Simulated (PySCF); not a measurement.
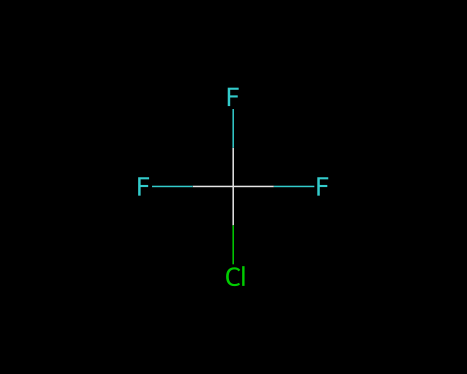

The geometry was computed by an optimisation with GFN2-xTB. No frequency run is at hand to confirm it as a minimum. Method: B3LYP/def2-SVPD, gas phase (PySCF 2.14.0). Excitations: vertical, linear response.

What does the calculation give?

The species is CClF₃ (`FC(F)(F)Cl`).
- dipole moment: 0.40 D
- HOMO energy (Kohn–Sham orbital): −9.90 eV
- LUMO energy (Kohn–Sham orbital): −0.75 eV
- HOMO–LUMO gap: 9.15 eV
- mean static polarisability: 31.6 bohr³
- lowest vertical singlet excitation: 7.71 eV
- its oscillator strength: 0.000
- brightest of the 8 lowest singlets: 10.36 eV
- its oscillator strength: 0.12
